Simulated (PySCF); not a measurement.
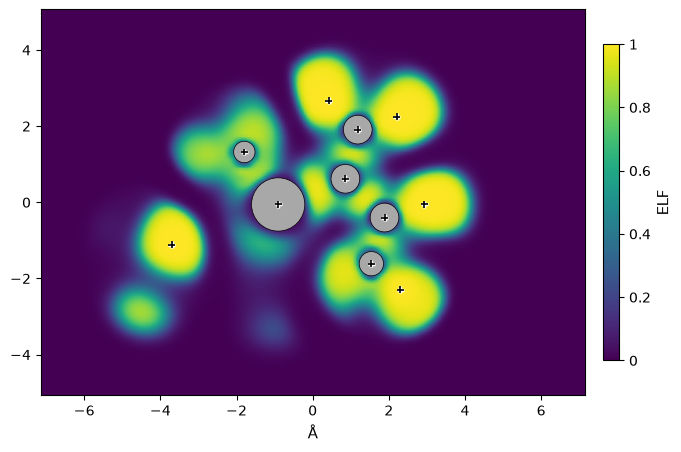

The ELF on a plane through atoms (crosses mark nuclei in the plane; grey discs cover the cores).

Computed with PBE0/pcSseg-1, SCF density, gas phase, non-relativistic (PySCF 2.14.0).

Candidates:
A. C4H12N2OSi2
B. C6H14OSSi (SMILES CC[SiH2]SC(C)(C)C=O)
C. F4S

Which system is this?

Answer. Candidate A: C4H12N2OSi2 on the plane of atoms C2, C1 and H11, which holds C, N, Si, O and H. C–N (1.26 Å): the ELF peaks at about 0.90 between the atoms (a multiple bond). C–C (1.33 Å): the ELF peaks at about 0.95 between the atoms: a multiple bond.
